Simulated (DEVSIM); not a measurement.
System: TaN/SiO2/p-Si capacitor, at 300 K.

| layer (left to right) | material | thickness (nm) | Na (cm⁻³) |
|---|---|---|---|
| 1 | SiO2 | 3.30 | - |
| 2 | Si | 4900 | 1.4e16 |

Metal gate on the left, work function 4.4 eV. Fixed charge at the semiconductor interface 3.8e10 cm⁻² (in units of +e); interface traps 1e10 cm⁻² eV⁻¹, uniform in energy, neutral level at 0.5 of the gap above the valence band.

Constants are typed, rounded textbook-type inputs, not results; the design itself was drawn at random and stands for no fabricated device. Values at 300 K.

```tsv
parameter	SiO2	Si
gap (eV)	9	1.124
affinity (eV)	0.9	4.05
permittivity	3.9	11.7
Nc (cm⁻³)	-	2.86e19
Nv (cm⁻³)	-	3.1e19
```

Model (solved in DEVSIM): 1D Poisson equation in equilibrium, Boltzmann statistics, complete ionisation; no quantum confinement or tunnelling. Metal contacts follow the ideal Schottky-Mott rule: no Fermi-level pinning, no interface dipoles.

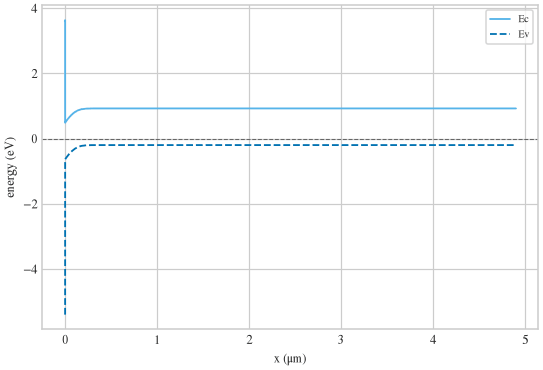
*Band edges at -0.1 V on the gate*

Energies count from the Fermi level of the right contact; mesh points crowd at the junctions.

```
x (μm)    Ec (eV)  Ev (eV)  n (cm⁻³)  p (cm⁻³)  field (V/cm)
--------  -------  -------  --------  --------  ------------
0.000       3.600   -5.400     < 1e2     < 1e2        110000
0.001022    3.611   -5.389     < 1e2     < 1e2        110000
0.002178    3.624   -5.376     < 1e2     < 1e2        110000
0.003178    3.635   -5.365     < 1e2     < 1e2        110000
0.005037    0.493   -0.631    1.5e11     7.9e8         42000
0.008456    0.508   -0.616    8.5e10     1.4e9         41000
0.01545     0.536   -0.588    2.9e10     4.1e9         40000
0.04020     0.627   -0.497     8.3e8    1.4e11         34000
0.08234     0.753   -0.371   6500000    1.8e13         25000
0.1770      0.898   -0.226     24000    4.9e15          6700
0.3833      0.925   -0.199      8300    1.4e16            24
1.056       0.925   -0.199      8300    1.4e16           ≈ 0
2.299       0.925   -0.199      8300    1.4e16           ≈ 0
3.701       0.925   -0.199      8300    1.4e16           ≈ 0
4.469       0.925   -0.199      8300    1.4e16           ≈ 0
4.705       0.925   -0.199      8300    1.4e16           ≈ 0
4.813       0.925   -0.199      8300    1.4e16           ≈ 0
4.862       0.925   -0.199      8300    1.4e16           ≈ 0
4.889       0.925   -0.199      8300    1.4e16           ≈ 0
4.897       0.925   -0.199      8300    1.4e16           ≈ 0
4.901       0.925   -0.199      8300    1.4e16           ≈ 0
4.903       0.925   -0.199      8300    1.4e16           ≈ 0
```
